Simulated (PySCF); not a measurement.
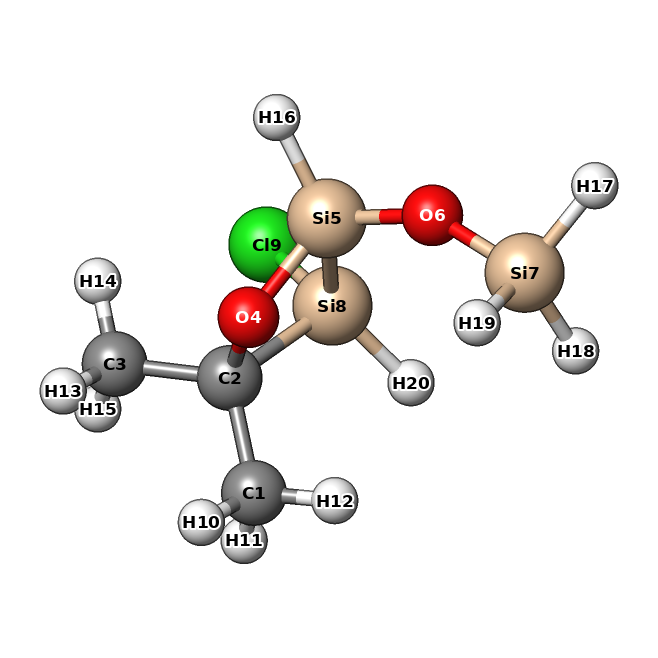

Every bond is drawn as one stick. The computed structure is the end point of a GFN2-xTB optimisation. No frequency run is at hand to confirm it as a minimum. Computed with PBE0/pcSseg-1 (PySCF 2.14.0).

List the Mayer bond orders of C1–C2, C2–C3, C2–O4, C2–Si8, O4–Si5, Si5–O6, Si5–Si8, O6–Si7, Si8–Cl9 (bonds between heavy atoms, one of each equivalent set).

```csv
bond,Mayer order,length (Å)
C1–C2,1.02,1.521
C2–C3,1.01,1.521
C2–O4,0.84,1.459
C2–Si8,0.78,1.964
O4–Si5,1.02,1.636
Si5–O6,0.97,1.616
Si5–Si8,0.86,2.305
O6–Si7,0.90,1.623
Si8–Cl9,0.97,2.024
```

The geometry is semi-empirical. Around Si such bond lengths and angles can be off by a tenth of an ångström or more and by several degrees, and values that hang on the shape move with them.
